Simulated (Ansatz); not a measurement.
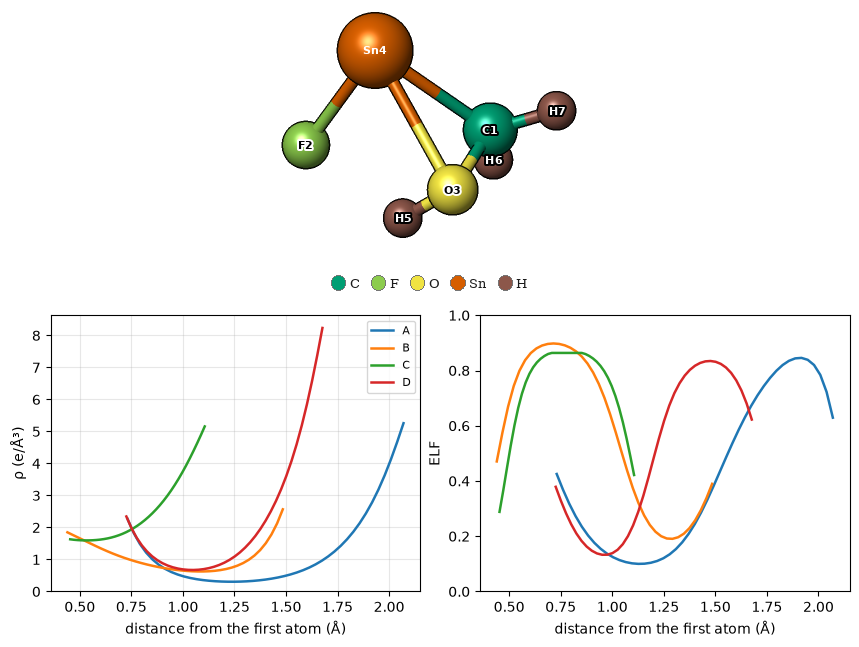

Figure. CH$_{3}$FOSn (SMILES [F][Sn-]1[CH2][OH+]1). Electron density and ELF along straight lines between neighbouring atoms. The curves leave out the atomic cores. The structure is drawn too.

Geometry: PBE0-D3(BJ)/def2-SVP; core potentials replace the inner electrons of Sn.

Theory: isolated molecule in a Gaussian basis; Kohn-Sham density functional theory, functional PBE0 (Ansatz).

```xyz
7

C     2.2886    1.8992    1.0337
F     4.0064    3.0784   -0.8556
O     2.4227    1.0622   -0.1431
Sn    2.0669    3.4419   -0.5179
H     3.3305    1.2089   -0.4661
H     3.1849    1.8678    1.6699
H     1.4027    1.5630    1.5879
```

Q: Which curve belongs to which contact (C–O, C–Sn, Sn–F and Sn–O)? The first atom named is at distance zero.

A: Curve A: Sn–O (2.44 Å): ρ is about 0.31 e/Å³ halfway; the ELF is about 0.10 at the midpoint. Curve B: C–Sn (2.20 Å): ρ at the midpoint is about 0.63 e/Å³; the ELF peaks at about 0.90 in the valence shell of C, 0.7 Å from its nucleus, and drops to about 0.20 between the two atoms. Curve C: C–O (1.45 Å): ρ is about 1.9 e/Å³ halfway, with its minimum of 1.6 e/Å³ about 0.5 Å from C; the ELF peaks at about 0.85 between the atoms (a polar covalent bond). Curve D: Sn–F (2.00 Å): the density is about 0.69 e/Å³ at the midpoint; the ELF peaks at about 0.85 in the valence shell of F, 0.5 Å from its nucleus, and drops to about 0.15 between the two atoms.
